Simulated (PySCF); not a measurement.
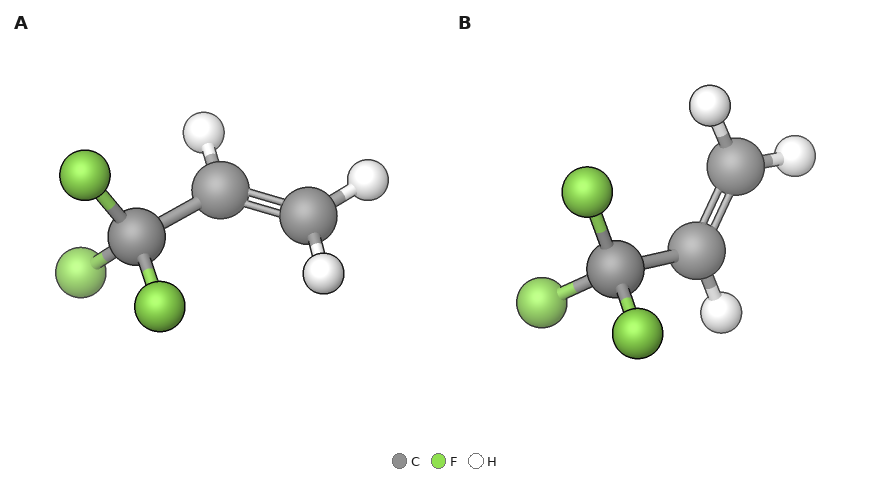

Depth is shown by fading: the farther an atom, the more it takes the colour of the background. Computed geometry: PBE0-D3(BJ)/def2-SVP optimisation. No frequency run is at hand to confirm it as a minimum.

Are A and B the same structure? If not, how do they differ?

Answer. Yes. They are the same structure, C3H3F3 (C=CC(F)(F)F), seen from two directions. With point group Cs it is achiral, so its mirror image would be the same too.
